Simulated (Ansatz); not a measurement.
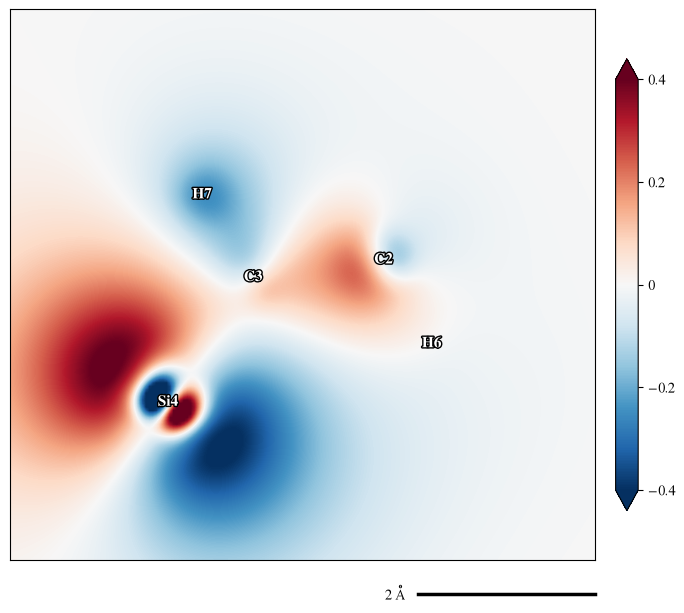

The picture shows: C₂H₃FSi. The LUMO on the plane of atoms C2, C3 and H7 (values in Å⁻³ᐟ²; the overall sign is arbitrary).

Geometry: PBE0-D4/def2-TZVP.

Theory: Ansatz 0.2.0, RKS PBE0-D4/def2-TZVPP.

```
atom    x (Å)    y (Å)    z (Å)
   F  -0.0939  -0.2868   1.7105
   C  -0.2676   0.3749   0.4976
   C   0.2488  -0.4399  -0.6345
  Si   1.4763  -0.1460  -1.7854
   H  -1.3422   0.5606   0.3941
   H   0.2433   1.3385   0.5815
   H  -0.2647  -1.4012  -0.7638
```

What is the character of this orbital?

Answer. It lies mainly on Si4 (about 85 %) and C3 (about 5 %). Its energy is −2.88 eV.
